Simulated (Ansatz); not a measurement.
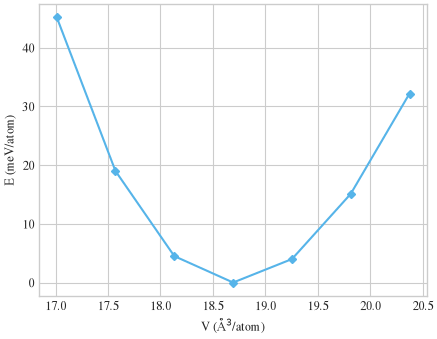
Fig. 1. Sb$_{2}$TeO$_{2}$ in space group I4/mmm (No. 139; Sb on 4e, O on 4d, Te on 2a) under volume change, r²SCAN (plane waves, PAW; program Ansatz), shape and atoms relaxed at each volume.

Question: What does a third-order Birch–Murnaghan fit give for V₀, B₀ and B′?

Answer: V₀ = 18.70 Å³/atom, B₀ = 80.1 GPa, B′ = 4.5.

The cell is a constructed one: a structure type filled with these elements; neither database checked (COD, Materials Project) lists it. Whether it is the stable phase at ambient conditions was not checked. Symmetry was held in the r²SCAN relaxation; whether a distortion lowers the energy is not shown. Scalar-relativistic: spin–orbit coupling is off unless named, which matters more the heavier the elements.

Potentials: the earlier of the program's two PAW sets. The files were generated under PBE; for other functionals the program regenerates the frozen cores, and for LDA and PBEsol the local potential too.
